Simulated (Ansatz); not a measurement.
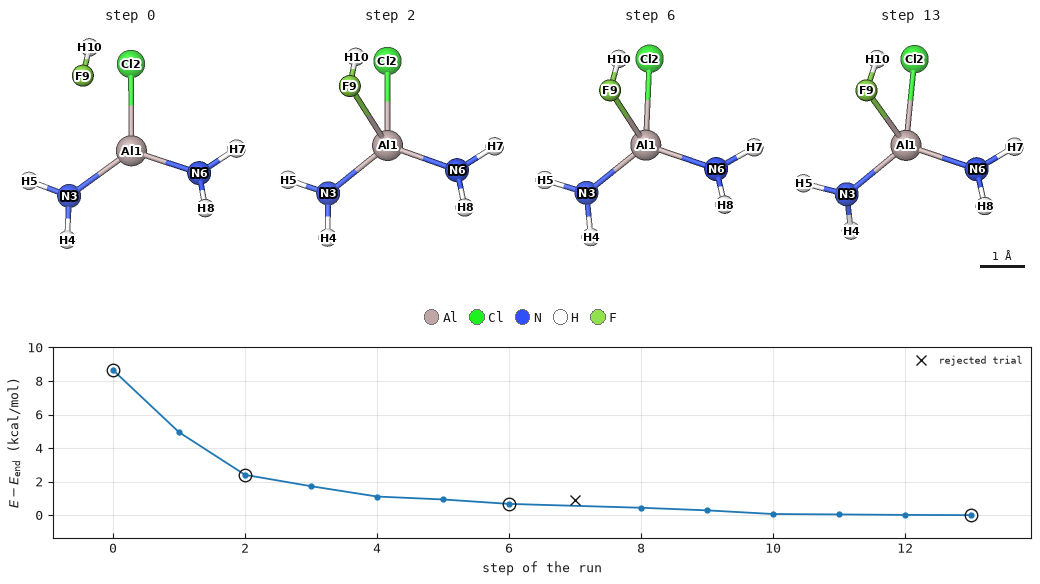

Frames of a relaxation of AlN2H5ClF, marked on the history of the run. The picture is a ball-and-stick view, seen at a tilt.

The run prepares an end point of a later path (reaction) calculation, from a guessed geometry.

The calculation used RKS PBE-D4/def2-SVP in Ansatz.

Input file:
```yaml
crystal:
  periodic: [false, false, false]
  atoms:
    - { symbol: Al, position_ang: [0.015166, -0.127874, -0.100712] }
    - { symbol: Cl, position_ang: [-0.00704, -0.40134, 2.089632] }
    - { symbol: "N", position_ang: [1.596923, -0.108998, -0.898252] }
    - { symbol: H, position_ang: [1.745963, -0.18532, -1.907382] }
    - { symbol: H, position_ang: [2.479759, 0.077531, -0.418635] }
    - { symbol: "N", position_ang: [-1.5561, -0.240964, -0.911052] }
    - { symbol: H, position_ang: [-2.426212, -0.44986, -0.418915] }
    - { symbol: H, position_ang: [-1.748963, 0.020383, -1.878995] }
    - { symbol: F, position_ang: [0.046138, 2.579228, 0.887688] }
    - { symbol: H, position_ang: [0.010167, 2.133014, 1.707425] }
basis:
  gaussian: { orbitals: def2-SVP }
hamiltonian:
  xc: pbe
  dispersion: d4
relax:
  f_tol: 0.03
  max_steps: 50
output:
  orbitals: {}
```

Command:
```bash
ansatz run input.yaml --threads 2 --pin off --max-ram 3072MiB --backend cpu --events-out ev --progress --plain --runs-dir out
```

Q: What happens along the run?

A: H4 moves most after the best rigid fit: 0.63 Å. By element the largest moves are H 0.63 Å, F 0.56 Å, Al 0.35 Å, Cl 0.25 Å, N 0.23 Å. Near-neighbour distances that change, for instance: Al1–F9 2.882 → 2.012 Å, Al1–H10 2.895 → 2.166 Å, Cl2–H10 2.563 → 1.896 Å, F9–H10 0.934 → 1.007 Å. New bonds form, among them: Al1–F9 (2.88 → 2.01 Å). Bond angles that change, for instance: Cl2–Al1–N6 115.9° → 109.1°, Cl2–Al1–N3 117.2° → 121.8°, N3–Al1–N6 125.9° → 123.3°. Over 12 accepted moves (13 points after the start) the energy falls by 8.65 kcal/mol. The largest force component goes from 0.79 to 0.026 eV/Å. The line search rejected the trial step at point 7 of the run. Cost: 14 s on 2 threads of Intel(R) Xeon(R) 6975P-C (Granite Rapids), with other jobs on the host, peak memory 0.17 GiB. From step 0 to 2: F and H atoms move most (0.38 Å), energy −6.24 kcal/mol. From step 2 to 6: H4 moves most (0.24 Å), energy −1.73 kcal/mol. From step 6 to 13: H5 moves most (0.41 Å), energy −0.67 kcal/mol.

Limits of the set-up: the start holds two separate molecules, 2.6 Å apart at their closest, whose relative position is a soft coordinate.
